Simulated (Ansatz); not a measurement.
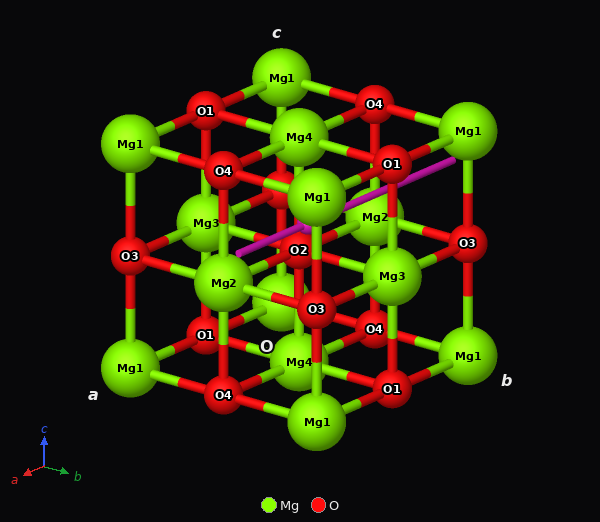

The coloured rod is the axis of a symmetry operation of the crystal, the small sphere its inversion point. Crystal: MgO, the input geometry of an electronic-structure calculation (not necessarily at equilibrium). The drawing is computed from the coordinates (standard cell, symmetry found to 0.002 Å).

a = 4.299 Å, b = 4.299 Å, c = 4.299 Å, α = 90.00°, β = 90.00°, γ = 90.00°.

```tsv
atom	x	y	z
Mg1	0.0000	0.0000	0.0000
O1	0.5000	0.0000	0.0000
Mg2	0.0000	0.5000	0.5000
O2	0.5000	0.5000	0.5000
Mg3	0.5000	0.0000	0.5000
O3	0.0000	0.0000	0.5000
Mg4	0.5000	0.5000	0.0000
O4	0.0000	0.5000	0.0000
```

Take the operation x, y, z → −x+3/2, z, −y+3/2.

Q: What kind of operation is it, and where does it lie?

A: It is a −4 rotoinversion axis with its inversion point at (3/4, 3/4, 3/4), along [1 0 0].

Q: Onto which atom does it carry each atom (up to whole multiples of a, b and c)?

A: Mg1 → Mg3, O1 → O3, Mg2 → Mg4, O2 → O4, Mg3 → Mg2, O3 → O2, Mg4 → Mg1, O4 → O1.
